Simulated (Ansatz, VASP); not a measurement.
## GaN: VASP beside Ansatz

Aim: how closely do two programs agree when they are given the same cell, functional and k mesh? The cell comes out of the VASP series on this material, whose earlier steps may have relaxed, scaled or displaced it; both programs get it as it stands.

Calculated with Ansatz 0.2.0; plane waves, with VASP 6.6.1 beside it; relaxation of cell and atoms at LDA.

### 1. The starting structure

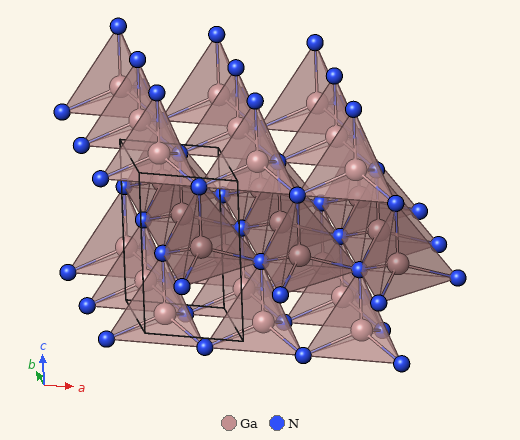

The starting structure, seen slightly off an axis (gallium pink, nitrogen blue). 3×3×1 cells are drawn. Some periodic images of atoms are drawn too.

Structure file:

```cif
data_structure
_symmetry_space_group_name_H-M 'P6_3mc'
_symmetry_Int_Tables_number 186
_cell_length_a 3.1570
_cell_length_b 3.1570
_cell_length_c 5.1463
_cell_angle_alpha 90.000
_cell_angle_beta 90.000
_cell_angle_gamma 120.000
_cell_volume 44.42
loop_
_atom_site_label
_atom_site_type_symbol
_atom_site_symmetry_multiplicity
_atom_site_Wyckoff_symbol
_atom_site_fract_x
_atom_site_fract_y
_atom_site_fract_z
_atom_site_occupancy
Ga1 Ga 2 b 0.33333 0.66667 0.00028 1
N1 N 2 b 0.33333 0.66667 0.37672 1
```

### 2. VASP: relaxation of cell and atoms, LDA

The relaxed volume is the usual yardstick between codes: its relative difference is about their pressure difference at one cell divided by the bulk modulus.

Lines of VASP's logs that name or quote its potential files are left out, and so is its time.

File INCAR:

```
SYSTEM = GaN
PREC = Accurate
ENCUT = 600
EDIFF = 1E-07
NELM = 120
ISMEAR = 0
SIGMA = 0.02
LREAL = .FALSE.
ALGO = Normal
GGA = CA
NBANDS = 24
LORBIT = 11
LWAVE = .FALSE.
LCHARG = .FALSE.
KPAR = 16
IBRION = 2
NSW = 40
ISIF = 3
EDIFFG = -0.005
POTIM = 0.4
```

File POSCAR:

```
GaN
1.0
    3.1569878740      0.0000000000      0.0000000000
   -1.5784939370      2.7340316987      0.0000000000
    0.0000000000      0.0000000000      5.1462931497
Ga N
2 2
Direct
    0.3333333333      0.6666666667      0.0002840653
    0.6666666667      0.3333333333      0.5002840653
    0.3333333333      0.6666666667      0.3767159347
    0.6666666667      0.3333333333      0.8767159347
```

File KPOINTS:

```
Automatic mesh
0
Gamma
11 11 6
0 0 0
```

PAW data sets: Ga_d and N (LDA family, release 64).

Command:

```sh
$ mpirun -np 16 vasp_std
```

Numbers of over 12 decimals in the logs are rounded to 6 here.

Output:

```text
[banner, memory and clock lines left out]
running   16 mpi-ranks, on    1 nodes
 distrk:  each k-point on    1 cores,   16 groups
 distr:  one band on    1 cores,    1 groups

 POSCAR found type information on POSCAR GaN
 POSCAR found :  2 types and       4 ions
|                                                                             |
|           W    W    AA    RRRRR   N    N  II  N    N   GGGG   !!!           |
|           W    W   A  A   R    R  NN   N  II  NN   N  G    G  !!!           |
|           W    W  A    A  R    R  N N  N  II  N N  N  G       !!!           |
|           W WW W  AAAAAA  RRRRR   N  N N  II  N  N N  G  GGG   !            |
|           WW  WW  A    A  R   R   N   NN  II  N   NN  G    G                |
|           W    W  A    A  R    R  N    N  II  N    N   GGGG   !!!           |
|                                                                             |
|     For optimal performance we recommend to set                             |
|       NCORE = 2 up to number-of-cores-per-socket                            |
|     NCORE specifies how many cores store one orbital (NPAR=cpu/NCORE).      |
|     This setting can greatly improve the performance of VASP for DFT.       |
|     The default, NCORE=1 might be grossly inefficient on modern             |
|     multi-core architectures or massively parallel machines. Do your        |
|     Unfortunately you need to use the default for GW and RPA                |
|     calculations (for HF NCORE is supported but not extensively tested      |
|     yet).                                                                   |
|                                                                             |

 LDA part: xc-table for (Slater(with rela. corr.)+CA(PZ))
 , standard interpolation
 POSCAR, INCAR and KPOINTS ok, starting setup
 FFT: planning ... GRIDC
 FFT: planning ... GRID_SOFT
 FFT: planning ... GRID
 WAVECAR not read
 entering main loop
       N       E                     dE             d eps       ncg     rms          rms(c)
DAV:   1     0.288841717390E+03    0.28884E+03   -0.19784E+04  3304   0.308E+03
DAV:   2     0.410890205876E+01   -0.28473E+03   -0.27190E+03  3328   0.555E+02
DAV:   3    -0.310434423540E+02   -0.35152E+02   -0.34797E+02  3760   0.150E+02
DAV:   4    -0.320413810488E+02   -0.99794E+00   -0.99632E+00  3664   0.283E+01
DAV:   5    -0.320618975045E+02   -0.20516E-01   -0.20509E-01  3688   0.373E+00    0.107E+01
DAV:   6    -0.279338285386E+02    0.41281E+01   -0.12806E+01  5344   0.551E+01    0.312E+00
DAV:   7    -0.279720429546E+02   -0.38214E-01   -0.13942E+00  3296   0.908E+00    0.257E+00
DAV:   8    -0.279341428813E+02    0.37900E-01   -0.28388E-01  5200   0.628E+00    0.111E+00
DAV:   9    -0.279108537509E+02    0.23289E-01   -0.86524E-02  5136   0.472E+00    0.322E-01
DAV:  10    -0.279116675293E+02   -0.81378E-03   -0.55810E-03  3448   0.618E-01    0.133E-01
DAV:  11    -0.279113946295E+02    0.27290E-03   -0.14480E-03  4872   0.695E-01    0.430E-02
DAV:  12    -0.279114112147E+02   -0.16585E-04   -0.15593E-04  3280   0.828E-02    0.553E-02
DAV:  13    -0.279114190404E+02   -0.78257E-05   -0.52133E-06  4656   0.158E-02    0.658E-02
DAV:  14    -0.279114069031E+02    0.12137E-04   -0.67764E-06  4032   0.399E-02    0.473E-02
DAV:  15    -0.279114026581E+02    0.42449E-05   -0.30117E-06  4824   0.146E-02    0.380E-02
DAV:  16    -0.279113986681E+02    0.39900E-05   -0.25286E-06  3768   0.154E-02    0.272E-02
DAV:  17    -0.279113951915E+02    0.34767E-05   -0.71413E-06  5096   0.255E-02    0.881E-03
DAV:  18    -0.279113948604E+02    0.33103E-06   -0.15177E-06  4936   0.113E-02    0.277E-03
DAV:  19    -0.279113948211E+02    0.39377E-07   -0.15607E-07  2080   0.355E-03
   1 F= -.27911395E+02 E0= -.27911395E+02  d E =-.279114E+02
 curvature:   0.00 expect dE= 0.000E+00 dE for cont linesearch  0.000E+00
 trial: gam= 0.00000 g(F)=  0.102E-06 g(S)=  0.174E-05 ort = 0.000E+00 (trialstep = 0.100E+01)
 search vector abs. value=  0.184E-05
 reached required accuracy - stopping structural energy minimisation
```

OUTCAR, selected parts (step 2):

```text
ion  position               nearest neighbor table
   1  0.333  0.667  0.000-   4 1.93   4 1.93   4 1.93   3 1.94
   2  0.667  0.333  0.500-   3 1.93   3 1.93   3 1.93   4 1.94
   3  0.333  0.667  0.377-   2 1.93   2 1.93   2 1.93   1 1.94
   4  0.667  0.333  0.877-   1 1.93   1 1.93   1 1.93   2 1.94

  LATTYP: Found a hexagonal cell.
 ALAT       =     3.1569878740
 C/A-ratio  =     1.6301276264

 Subroutine GETGRP returns: Found 12 space group operations
 (whereof  6 operations were pure point group operations)

The static configuration has the point symmetry C_3v.
 The point group associated with its full space group is C_6v.

 Found     64 irreducible k-points:

   k-points           NKPTS =     64   k-points in BZ     NKDIM =     64   number of bands    NBANDS=     24

   dimension x,y,z NGX =    28 NGY =   28 NGZ =   42
   dimension x,y,z NGXF=    56 NGYF=   56 NGZF=   84

   ENCUT  =  600.0 eV  44.10 Ry    6.64 a.u.   6.31  6.31 10.28*2*pi/ulx,y,z

   NELECT =      36.0000    total number of electrons

 k-points in reciprocal lattice and weights: Automatic mesh
   0.00000000  0.00000000  0.00000000       0.001
   0.09090909 -0.00000000  0.00000000       0.008
   0.18181818 -0.00000000  0.00000000       0.008
   0.27272727  0.00000000  0.00000000       0.008
   0.36363636  0.00000000  0.00000000       0.008
   0.45454545  0.00000000  0.00000000       0.008
   0.09090909  0.09090909  0.00000000       0.008
   0.18181818  0.09090909  0.00000000       0.017
   0.27272727  0.09090909  0.00000000       0.017
[...]
0.27272727  0.27272727  0.50000000       0.008
   0.36363636  0.27272727  0.50000000       0.008

 average (electrostatic) potential at core
       1 -64.4097       2 -64.4097       3 -61.6695       4 -61.6695

 E-fermi :   5.5396

 k-point     1 :       0.0000    0.0000    0.0000
  band No.  band energies     occupation
    ...
     14       4.3071      2.00000
     15       4.3071      2.00000
     16       5.3333      2.00000
     17       5.3855      2.00000
     18       5.3855      2.00000
     19       7.4985      0.00000
     20       9.7357      0.00000
     21      14.5754      0.00000
     22      15.2589      0.00000
     23      15.2589      0.00000
    ...

 k-point     2 :       0.0909   -0.0000    0.0000
  band No.  band energies     occupation
    ...
     14       3.6856      2.00000
     15       4.1265      2.00000
     16       4.6880      2.00000
     17       5.2485      2.00000
     18       5.3080      2.00000
     19       8.1234      0.00000
     20      10.2473      0.00000
     21      14.3228      0.00000
     22      14.7019      0.00000
     23      15.4805      0.00000
    ...

 k-point     3 :       0.1818   -0.0000    0.0000
  band No.  band energies     occupation
    ...
     14       2.3277      2.00000
     15       3.4614      2.00000
     16       3.6907      2.00000
     17       4.9758      2.00000
     18       5.0865      2.00000
     19       9.1222      0.00000
     20      11.1326      0.00000
     21      13.3324      0.00000
     22      14.2061      0.00000
     23      15.7323      0.00000
    ...

  Total        0.0055255      0.0055255      0.0109295      0.0000000     -0.0000000     -0.0000000
  in kB        0.1993008      0.1993008      0.3942214      0.0000000     -0.0000000     -0.0000000
  external PRESSURE =       0.2642743 kB  Pullay stress =       0.0000000 kB

  energy-cutoff  :      600.00
  volume of cell :       44.42
      direct lattice vectors                 reciprocal lattice vectors
     3.156987874  0.000000000  0.000000000     0.316757631  0.182880103  0.000000000
    -1.578493937  2.734031699  0.000000000     0.000000000  0.365760207  0.000000000
     0.000000000  0.000000000  5.146293150     0.000000000  0.000000000  0.194314620

 POSITION                                       TOTAL-FORCE (eV/Angst)
 -----------------------------------------------------------------------------------
     -0.00000      1.82269      0.00146         0.000000     -0.000000      0.000814
      1.57849      0.91134      2.57461        -0.000000      0.000000      0.000814
     -0.00000      1.82269      1.93869        -0.000000     -0.000000     -0.000814
      1.57849      0.91134      4.51184        -0.000000      0.000000     -0.000814
 -----------------------------------------------------------------------------------
    total drift:                               -0.000000     -0.000000      0.000639

  FREE ENERGIE OF THE ION-ELECTRON SYSTEM (eV)
  ---------------------------------------------------
  free  energy   TOTEN  =       -27.9113948211 eV

  energy  without entropy=      -27.9113948211  energy(sigma->0) =      -27.91139482

 reached required accuracy - stopping structural energy minimisation

 total charge
# of ion       s       p       d       tot
------------------------------------------
    1        0.801   0.943  10.196  11.940
    2        0.801   0.943  10.196  11.940
    3        1.206   2.509   0.000   3.715
    4        1.206   2.509   0.000   3.715
--------------------------------------------------
tot          4.015   6.905  20.391  31.311

[... 3 further parts left out ...]
```

CONTCAR:

```
GaN
   1.00000000000000
     3.1569878739999999    0.0000000000000000    0.0000000000000000
    -1.5784939370000000    2.7340316987000000    0.0000000000000000
     0.0000000000000000    0.0000000000000000    5.1462931497000000
  Ga              N
     2     2
Direct
     0.3333333332999970    0.6666666667000030    0.0002840653000007
     0.6666666667000030    0.3333333332999970    0.5002840653000007
     0.3333333332999970    0.6666666667000030    0.3767159347000018
     0.6666666667000030    0.3333333332999970    0.8767159347000018
```

### 3. Ansatz: relaxation of cell and atoms, LDA

Ansatz runs on its default PAW (the set named soft_2) files.

The same cell, functional (in two slightly different forms), mesh and smearing now go to Ansatz, which takes its cutoff from its data sets.

File input.yaml:

```yaml
crystal:
  lattice:
    - [3.156987874, 0.0, 0.0]
    - [-1.578493937, 2.7340316987, 0.0]
    - [0.0, 0.0, 5.1462931497]
  atoms:
    - { symbol: Ga, position: [0.3333333333, 0.6666666667, 0.0002840653] }
    - { symbol: Ga, position: [0.6666666667, 0.3333333333, 0.5002840653] }
    - { symbol: "N", position: [0.3333333333, 0.6666666667, 0.3767159347] }
    - { symbol: "N", position: [0.6666666667, 0.3333333333, 0.8767159347] }
hamiltonian:
  xc: lda
  pseudopotentials: { kind: paw }
kpoints:
  mp_grid: { grid: [11, 11, 6] }
scf:
  occupations: { method: gaussian, width: 0.02 }
relax:
  f_tol: 0.01
  max_steps: 60
  cell: { stress_tol: 0.05 }
output:
  forces: true
  stress: true
```

Command:

```sh
$ ansatz run input.yaml --threads 4 --pin off --max-ram 9216MiB --backend cpu --events-out ev --progress --plain --runs-dir out
```

Output:

```text
Engine: ansatz 0.2.0, aarch64-unknown-linux-gnu
Pseudopotentials: kind: paw
Pseudopotential: Ga, paw, valence charge 13, recommended cutoff 420 eV (normal), Ga.paw.azcp
Pseudopotential: N, paw, valence charge 5, recommended cutoff 420 eV (normal), N.paw.azcp
Functional definition: SPW92
  exchange = slater_x
  correlation = pw_c
Crystal: 4 atoms, lattice volume = 44.419 Å³
Basis set: ecut = 420 eV, 869 PW (Γ)
Bands: 22, of which v1, the nominal top of the filled ones, is band 18 counted from 1 (17 counted from 0)
Symmetry: 12 space group operations
Space group: P63mc (ITA 186), of the structure as read, at distance tolerance 3.5e-5 Å
k-points: 64 of 726 (time reversal used)
Non-local potential: Ga, projectors of the file, l = 0: 2, l = 1: 2, l = 2: 3, l = 3: 1
Non-local potential: N, projectors of the file, l = 0: 2, l = 1: 2, l = 2: 1
PAW form: soft (Blöchl's): semilocal exchange-correlation on the pseudo side does not see the compensation charge
PAW frozen core: Ga, regenerated for the run's functional, and the local potential with it (the file was generated under x = pbe(κ = 0.804, μ = 0.219515), c = pbe(β = 0.066725))
PAW frozen core: N, regenerated for the run's functional, and the local potential with it (the file was generated under x = pbe(κ = 0.804, μ = 0.219515), c = pbe(β = 0.066725))
PAW one-centre angular grid: Ga, 590 points (default); XC on 64 Gauss nodes
PAW one-centre angular grid: N, 110 points (default); XC on 64 Gauss nodes
Initial density: superposition of atomic densities (neutral atoms: chi_scale 0, normalization atom), corrected by the library's trained network
Initial wavefunctions: pseudopotential atomic-orbital guess
Functional: x = slater, c = lda
SCF iter   1: F=—  HF=-8164.211457 eV  |F-HF|=—  |Δ(HF+E_count)|=         —  Δρ=1.35e-2  dr2=7.66e-2  ethr=1.77e-3  ⟨swp⟩=5.5  Hψ=5923  notcnv=0
preconditioner: auto → Resta (q_TF=auto, 2.634 Å⁻¹)  ε∞=5.0  [insulator: Δε(μ)=1.994 eV  Ē_g=16.680 eV  σ=0.020 eV  W_gap=1.00  n_scr=22 (ndim 8)  ℏωp=33.4 eV  f_vac=0.007  D(μ)=0.00/eV (n_scr^D=0)  ε∞_Penn≈5.0]
SCF iter   2: F=—  HF=-8164.189749 eV  |F-HF|=—  |Δ(HF+E_count)|=   2.17e-2  Δρ=3.62e-3  dr2=3.41e-3  ethr=2.13e-4  ⟨swp⟩=2.5  Hψ=2818  notcnv=0
SCF iter   3: F=—  HF=-8164.188809 eV  |F-HF|=—  |Δ(HF+E_count)|=   9.40e-4  Δρ=1.62e-3  dr2=5.47e-4  ethr=9.47e-6  ⟨swp⟩=1.2  Hψ=1437  notcnv=0
SCF iter   4: F=—  HF=-8164.188626 eV  |F-HF|=—  |Δ(HF+E_count)|=   1.84e-4  Δρ=1.47e-4  dr2=5.00e-6  ethr=1.52e-6  ⟨swp⟩=2.2  Hψ=2558  notcnv=0
SCF iter   5: F=—  HF=-8164.188624 eV  |F-HF|=—  |Δ(HF+E_count)|=   1.29e-6  Δρ=6.52e-5  dr2=1.39e-6  ethr=1.39e-8  ⟨swp⟩=2.0  Hψ=2552  notcnv=0
SCF iter   6: F=-8164.188624 eV  HF=-8164.188624 eV  |F-HF|=3.29e-10  |Δ(HF+E_count)|=   9.31e-7  Δρ=1.26e-5  dr2=7.51e-8  ethr=2.78e-10  ⟨swp⟩=3.0  Hψ=6378  notcnv=0
SCF 1 converged in 6 iterations: F = -8164.188624 eV  dr2 = 7.51e-8
  greatest PAW one-centre occupation: 0.996 electrons in one spin orbital (limit 2), on the Ga atom at site 0 (counted from 0), in its partial waves of l = 2
relax step   1: F+E_penalty+E_count = -8164.18862355 eV  Δ(F+E_penalty+E_count) = +0.000e0 eV  max|allowed force component| = 7.942e-4 eV/Å  Δτ_max = 0.0000 Å  P = -0.968 GPa  Ω = 44.419 Å³  (6 SCF iters, dr2 threshold 1.00e-7 eV, accepted)
[...]
relax step   2: F+E_penalty+E_count = -8164.18968045 eV  Δ(F+E_penalty+E_count) = -1.057e-3 eV  max|allowed force component| = 2.043e-4 eV/Å  Δτ_max = 0.0000 Å  P = -0.385 GPa  Ω = 44.293 Å³  energy of the carried Pulay correction = +5.238e-4 eV  (4 SCF iters, dr2 threshold 4.00e-7 eV, accepted)
[...]
relax step   3: F+E_penalty+E_count = -8164.19012488 eV  Δ(F+E_penalty+E_count) = -4.444e-4 eV  max|allowed force component| = 1.521e-4 eV/Å  Δτ_max = 0.0000 Å  P = +0.003 GPa  Ω = 44.210 Å³  energy of the carried Pulay correction = +8.689e-4 eV  (4 SCF iters, dr2 threshold 3.82e-7 eV, accepted)
[...]
relax step   4: F+E_penalty+E_count = -8164.18934314 eV  Δ(F+E_penalty+E_count) = +7.817e-4 eV  max|allowed force component| = 2.559e-4 eV/Å  Δτ_max = 0.0000 Å  P = -0.025 GPa  Ω = 44.210 Å³  stress off target by 2.72e-2 GPa  SCF on the basis re-selected at this cell (its energy is not comparable with the rows above)  (6 SCF iters)
basis re-selected at this cell: Δ(F+E_penalty+E_count) = +7.817e-4 eV, ΔP = -0.027 GPa vs the last step (what re-selecting the basis moved, of the pressure what is left beyond the Pulay correction that the steps carried, after the strain that the cell walked since its last selection, with what the two solves' SCF thresholds leave and, on support functions, any second-order correction that the steps lacked; it is no m [...]
SCF converged after 6 iterations
Free energy (F): -8164.189343 eV
Harris-Foulkes:  -8164.189343 eV  (|F-HF|=1.82e-12)
Internal energy: -8164.189343 eV  (E = F + TS)
E sigma→0 (E₀):  -8164.189343 eV
Fermi energy:    10.901746 eV
--- Per-component energies (eV) ---
  E_band       = -8.989155
  E_kinetic    = 496.105235
  E_local      = -3859.237477  (includes V_loc(G=0)·N_el)
  E_nonlocal   = 955.468649
  E_hartree    = 1774.990766
  E_xc         = -256.472300
  E_vxc        = -269.436687  (∫ρ·V_xc dr)
  E_paw        = -4070.213623  (= ΣΔE_a)
  E_vpaw       = -881.870358  (= ΣTr[D̂ρ^β])
  E_aug_tail   = 0.000033  (compensation charges beyond the density's cutoff)
  E_ewald      = -3208.447674
  E_core_change = 3.617048  (= ΣΔE_core)
  E_smearing   = -0.000000  (= −TS)
  E_closure    = -0.000000  (closes the sum)
  Σ components = -8164.189343   (vs F -8164.189343, Δ=0.00e0)
--- Forces (eV/Å), atoms counted from 1 ---
  atom   1  Ga    -0.00000000    -0.00000000     0.00025617
  atom   2  Ga     0.00000000     0.00000000     0.00025617
  atom   3  N     -0.00000000    -0.00000000    -0.00025554
  atom   4  N      0.00000000     0.00000000    -0.00025554
  max |Σ_I F_I| component: 1.26e-6 eV/Å
--- Stress (GPa, compression-positive) ---
       -0.023432      -0.000000      -0.000000
       -0.000000      -0.023432       0.000000
       -0.000000       0.000000      -0.027231
  P = ⅓ Tr σ = -0.0247 GPa (-0.247 kbar)
--- Relaxed structure (3 steps of the walk, 3 accepted, 1 SCFs on fresh bases) ---
  F+E_penalty+E_count = -8164.18934314 eV   max|allowed force component| = 2.559e-4 eV/Å   (the final SCF, on the basis selected at the relaxed cell)
  cell:  # Å, volume = 44.2104 Å³
    - [3.151902, 1.8822976822168644e-19, 0]
    - [-1.575951, 2.729627, 0]
    - [0, 0.0, 5.138644]
  atoms:
    - { symbol: Ga, position: [0.333333, 0.666667, 0.000295215] }
    - { symbol: Ga, position: [0.666667, 0.333333, 0.500295] }
    - { symbol: N, position: [0.333333, 0.666667, 0.376705] }
    - { symbol: N, position: [0.666667, 0.333333, 0.876705] }
```

The job ended after 6.1 s (4 threads of Arm Neoverse V1, shared host; peak memory 0.4 GiB; 23 s of CPU time).

### 4. Comparison

Known differences besides the PAW data sets themselves: the two LDA forms differ slightly; both relaxations stop at a tolerance, which leaves soft axes loose, and VASP keeps its plane-wave basis; the cutoff is 420 eV in Ansatz and 600 eV in VASP; Ansatz makes its cores anew for this functional, VASP keeps those of its LDA data sets; Ansatz adds a Pulay correction to the stress that steers its cell, VASP none. Total energies have different zeros and are not compared.

Both answers:

```tsv
quantity	Ansatz	VASP	difference
volume (Å³)	44.21	44.42	-0.47 %
edge a after relaxation, in the typed setting (Å)	3.152	3.157	-0.16 %
edge c after relaxation, in the typed setting (Å)	5.139	5.146	-0.15 %
```

The walks stopped with -0.02 GPa left in Ansatz and 0.03 GPa in VASP; each walk ends within a tolerance, so the volume difference is uncertain by about these residues over the bulk modulus, most in soft cells.

### 5. What came out

```
difference in volume (relaxation of cell and atoms, LDA) : -0.47 %
```

The difference in volume is -0.47 % (relaxation of cell and atoms, LDA), within the 1.2 % picked in this series as the mark of a large difference, as far as the stopping tolerances let one tell. Differences of this kind measure data sets and numerical settings, not the functional's error against experiment.

[Lines on the potential files, build, host, timing and source positions are cut from VASP's logs without a mark.]

[Logs are printed without paths, hosts, clocks, repeated set-up lines and the standing remarks that a program may print on its own settings, such as how far it seeks lower states.]

[Hosts, paths, dates, database ids (printed as entryN), source tags and the programs' standing remarks are cut or masked in the printed files.]
